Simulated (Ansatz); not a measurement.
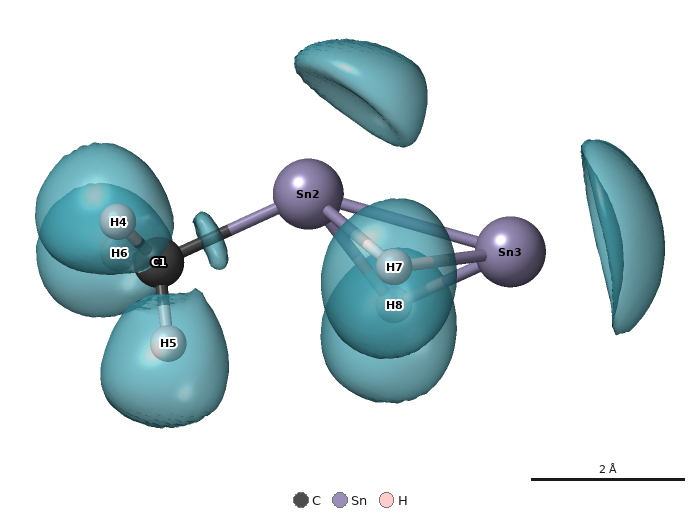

Figure 1: CH5Sn2 (charge +1). Isosurface of the electron localisation function at 0.8 (cyan), seen from one side. Only the valence region is drawn (cores and ρ < 0.01 e/Å³ removed).

Geometry: r2SCAN-D4/def2-SVP; core potentials replace the inner electrons of Sn.

The calculation used Ansatz 0.2.0, isolated molecule in a Gaussian basis; Kohn-Sham density functional theory, functional PBE0.

```xyz
8

C     1.1439   -1.6016   -0.6310
Sn   -0.4571   -0.4518   -1.5244
Sn   -1.1563    2.1952   -1.8767
H     0.7041   -2.2550    0.1366
H     1.8709   -0.9063   -0.1887
H     1.6077   -2.2073   -1.4233
H    -0.6587    1.1420   -0.3079
H     0.4641    1.1769   -2.2717
```

Q: What do the ELF domains correspond to?

A: The surface consists of five regions around hydrogen nuclei, one lobe of the valence shell of C pointing towards Sn (polar bonds) and two lobes on Sn, pointing away from the bonds (lone pairs). Along the contacts the grid gives the following. C–Sn (2.16 Å): the ELF peaks at about 0.85 in the valence shell of C, 0.7 Å from its nucleus, and drops to about 0.20 between the two atoms. Sn–Sn (2.76 Å): the ELF is about 0.25 at the midpoint.
